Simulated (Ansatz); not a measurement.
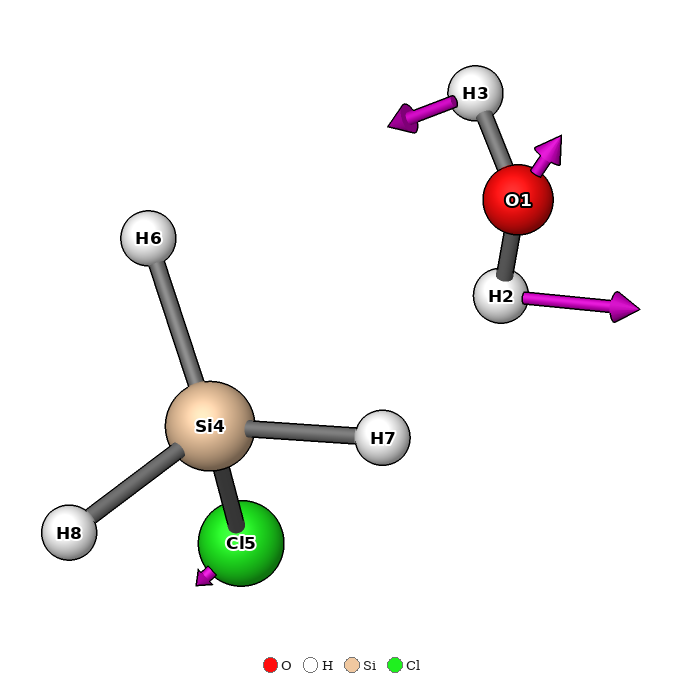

The arrows show one normal mode. Harmonic vibrations computed with RKS PBE0-D4/def2-TZVP (Ansatz 0.2.0) at a stationary point of the same level.

At what wavenumber does it lie?

Answer. 100 cm⁻¹; it is mode 2 of 18 counted from the lowest.
